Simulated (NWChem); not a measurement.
# MnH (SMILES [H][Mn]) at UMP4(SDQ)/6-31G(d)/LANL2DZ (core potential, Cartesian functions)

What is the vertical ionisation energy of MnH at UMP4(SDQ)/6-31G*/LANL2DZ (core potential, Cartesian functions)? 

The calculation is run with NWChem 7.3.0.

2 further runs of the same task are left out: 1 that didn't finish, 1 set aside as unsound or not needed.

**1. The system as given**

MnH: 2 atoms, total charge 0, spin state septet. SMILES: `[H][Mn]`. The shape comes from GFN2-xTB, which is rough for such elements, and wasn't checked as a minimum.

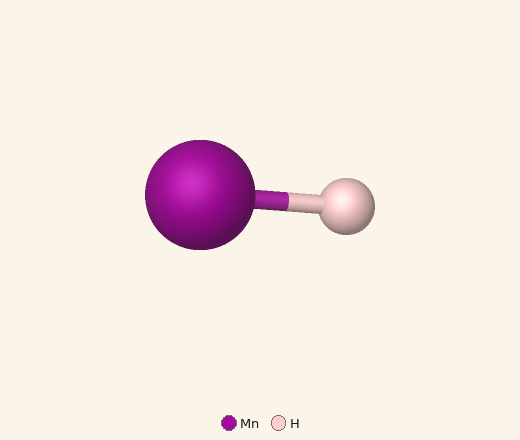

Viewed from a chosen angle; manganese purple, hydrogen pink.

**2. A single-point energy at UMP4(SDQ)/6-31G(d)/LANL2DZ (core potential, Cartesian functions)**

Contents of run.py:

```python
from ase import Atoms
from ase.calculators.nwchem import NWChem

molecule = Atoms('MnH', positions=[
    [0.000300, 0.005880, -0.812040],
    [-0.000300, -0.005880, 0.812040],
])

calc = NWChem(
    label='nw',
    theory='tce',
    memory='2200 mb',
    basis={'Mn': '"lanl2dz ecp"', 'H': '6-31G*'},
    ecp={'Mn library': '"lanl2dz ecp"'},
    scf={'nopen': '6', 'uhf': None, 'maxiter': '60'},
    tce={'scf': None, 'mbpt4(sdq)': None, 'maxiter': '100'},
    task='energy',
)
molecule.calc = calc

e = molecule.get_potential_energy()
print(f"E = {e:.6f} eV")
```

Started as:

```console
$ export ASE_NWCHEM_COMMAND="nwchem PREFIX.nwi > PREFIX.nwo"
$ python run.py
```

What it wrote:

```text
E = -2826.485438 eV
```

The calculator wrote nw.nwi:

```
title "nw"

permanent_dir nw

scratch_dir nw

start nw

geometry units angstrom nocenter noautosym noautoz
  Mn 2.9999999999999997e-04 5.8799999999999998e-03 -8.1203999999999998e-01
  H  -2.9999999999999997e-04 -5.8799999999999998e-03 8.1203999999999998e-01
end

memory 2200 mb

basis noprint
  Mn library "lanl2dz ecp"
   H library 6-31G*
end

ecp
  Mn library "lanl2dz ecp"
end
scf
  nopen 6
  uhf
  maxiter 60
end
tce
  scf
  mbpt4(sdq)
  maxiter 100
end

task tce energy
```

nw.nwo:

```text
Northwest Computational Chemistry Package (NWChem) 7.3.0
             --------------------------------------------------------

           Job information
           ---------------

    nwchem branch   = 7.3.0
    use scalapack   = T
    input           = nw.nwi
    prefix          = nw.
    data base       = nw/nw.db
    status          = startup
    nproc           =        1

           Memory information
           ------------------

    heap     =     72089594 doubles =      550.0 Mbytes
    stack    =     72089599 doubles =      550.0 Mbytes
    global   =    144179200 doubles =     1100.0 Mbytes (distinct from heap & stack)
    total    =    288358393 doubles =     2200.0 Mbytes
    verify   = yes
    hardfail = no

           Directory information
           ---------------------

  0 permanent = nw
  0 scratch   = nw

                                NWChem Input Module
                                -------------------

                                        nw
                                        --

 Scaling coordinates for geometry "geometry" by  1.889725989
 (inverse scale =  0.529177249)

                             Geometry "geometry" -> ""
                             -------------------------

 Output coordinates in angstroms (scale by  1.889725989 to convert to a.u.)

  No.       Tag          Charge          X              Y              Z
 ---- ---------------- ---------- -------------- -------------- --------------
    1 Mn                  25.0000     0.00030000     0.00588000    -0.81204000
    2 H                    1.0000    -0.00030000    -0.00588000     0.81204000

      Atomic Mass
      -----------

      Mn                54.938100
      H                  1.007825

 Effective nuclear repulsion energy (a.u.)       8.1455861229

            Nuclear Dipole moment (a.u.)
[... 22 lines left out ...]
 **** WARNING Zero Coefficient **** on atom "              Mn"
[... 1 line left out ...]
 input line that generated warning:
[... 49 lines left out ...]
         Quadratically convergent UHF
[... 1 line left out ...]
 Convergence threshold     :          1.000E-04
[... 13 lines left out ...]
       Final UHF  results
[... 2 lines left out ...]
         Total SCF energy =   -103.771807353926
      One electron energy =   -189.539007252715
      Two electron energy =     80.879848225073
 Nuclear repulsion energy =      4.887351673716
[... 7 lines left out ...]
          Final alpha eigenvalues
[... 25 lines left out ...]
          Final beta eigenvalues
[... 25 lines left out ...]
                    UHF Final Alpha Molecular Orbital Analysis
[... 147 lines left out ...]
                     UHF Final Beta Molecular Orbital Analysis
[... 275 lines left out ...]
 Warning: unknown model (tce_tile.F)
[... 12 lines left out ...]
 Global array virtual files algorithm will be used

 Parallel file system coherency ......... OK

 Fock matrix recomputed
 1-e file size   =             1352
 1-e file name   = nw/nw.f1

 tce_ao2e: fast2e=1
 half-transformed integrals in memory

 2-e (intermediate) file size =         1188408
 2-e (intermediate) file name = nw/nw.v2i

 tce_mo2e: fast2e=1
 2-e integrals stored in memory

 2-e file size   =          1044138
 2-e file name   = nw/nw.v2
 T1-number-of-tasks                    2

 t1 file size   =              270
 t1 file name   = nw/nw.t1
 t1 file handle =       -998
 T2-number-of-boxes                    3

 t2 file size   =            55575
 t2 file name   = nw/nw.t2
 t2 file handle =       -995

 MBPT(2) iterations
 --------------------------------------------------------
 Iter          Residuum       Correlation     Cpu    Wall
 --------------------------------------------------------
    1   0.0000000908716  -0.0833684484081     0.0     0.0
 --------------------------------------------------------
 Iterations converged
 MBPT(2) correlation energy / hartree =        -0.083368448408071
 MBPT(2) total energy / hartree       =      -103.855175802334301

 MBPT(3) iterations
 --------------------------------------------------------
 Iter          Residuum       Correlation     Cpu    Wall
 --------------------------------------------------------
    1   0.1015809987848   0.0000000000000     0.0     0.0
    2   0.0000000155246  -0.0115843456708     0.0     0.0
 --------------------------------------------------------
 Iterations converged
 MBPT(3) correlation energy / hartree =        -0.011584345670847
 MBPT(3) total energy / hartree       =      -103.866760148005156

 MBPT(4)(SDQ) iterations
 --------------------------------------------------------
 Iter          Residuum       Correlation     Cpu    Wall
 --------------------------------------------------------
    1   0.0343909440930   0.0000000000000     0.0     0.0
    2   0.0000000466117  -0.0046646859061     0.0     0.0
 --------------------------------------------------------
 Iterations converged
 MBPT(4)(SDQ) correlation energy / hartree =        -0.004664685906088
 MBPT(4)(SDQ) total energy / hartree       =      -103.871424833911234

 Task  times  cpu:        1.2s     wall:        1.2s
 Total times  cpu:        1.2s     wall:        1.2s
```

Run time: 2.6 s. Hardware: 1 thread of Intel Xeon at 2.60GHz (Ice Lake), shared host; peak memory 0.12 GiB.

**3. The sextet cation at the same level**

Contents of calc.nw:

```
start calc
memory stack 880 mb heap 220 mb global 1100 mb
charge 1
geometry noautosym nocenter
 zmatrix
   Mn
   H 1 r2
 variables
   r2 1.624123
 end
end
basis cartesian
 * library 6-31G* except Mn
 Mn library "lanl2dz ecp"
end
ecp
 Mn library "lanl2dz ecp"
end
scf
 nopen 5
 uhf
 maxiter 80
end
tce
 scf
 mbpt4(sdq)
 maxiter 100
end
task tce energy
```

Started as:

```console
$ nwchem calc.nw > calc.out
```

What it wrote:

```text
[...]
 **** WARNING Zero Coefficient **** on atom "              Mn"
 angular momentum value: 0  standard basis set name: "lanl2dz ecp"
 input line that generated warning:
   427:       0.1115000              0.0000000              1.1003964
[...]
  functions       =    26
[...]
  wavefunction    = UHF
[...]
         Total SCF energy =   -103.529910397867
      One electron energy =   -185.378327024796
      Two electron energy =     76.961065893644
 Nuclear repulsion energy =      4.887350733285
                       Sz =      2.5000
                 Sz(Sz+1) =      8.7500
                      S^2 =      8.8936
[...]
         Wavefunction type : Unrestricted Hartree-Fock
          No. of electrons :    15
[...]
         Spin multiplicity : sextet
[...]
 Warning: unknown model (tce_tile.F)
[...]
```

Run time: 1.9 s. Hardware: 1 thread of Intel Xeon at 2.60GHz (Ice Lake), shared host; peak memory 0.12 GiB.

**4. Results**

At UMP4(SDQ)/6-31G*/LANL2DZ (core potential, Cartesian functions):

```
                                                                 quantity          value
                                                 septet MnH: total energy  -103.87142 Eh
   septet MnH: HOMO energy (Hartree–Fock orbitals) (highest over α and β)       -6.80 eV
    septet MnH: LUMO energy (Hartree–Fock orbitals) (lowest over α and β)        0.35 eV
                                           septet MnH: correlation energy      -99.6 mEh
                            septet MnH: ⟨S²⟩ of the reference determinant         12.004
                                              sextet cation: total energy  -103.62627 Eh
sextet cation: HOMO energy (Hartree–Fock orbitals) (highest over α and β)      -16.08 eV
 sextet cation: LUMO energy (Hartree–Fock orbitals) (lowest over α and β)       -6.37 eV
                                        sextet cation: correlation energy      -96.4 mEh
                         sextet cation: ⟨S²⟩ of the reference determinant          8.894
                        vertical ionisation energy (to the sextet cation)       6.671 eV
```

The vertical ionisation energy comes to 6.67 eV (154 kcal/mol). ⟨S²⟩ (sextet cation) is 8.89 where a pure sextet has 8.75: the reference is spin-contaminated.
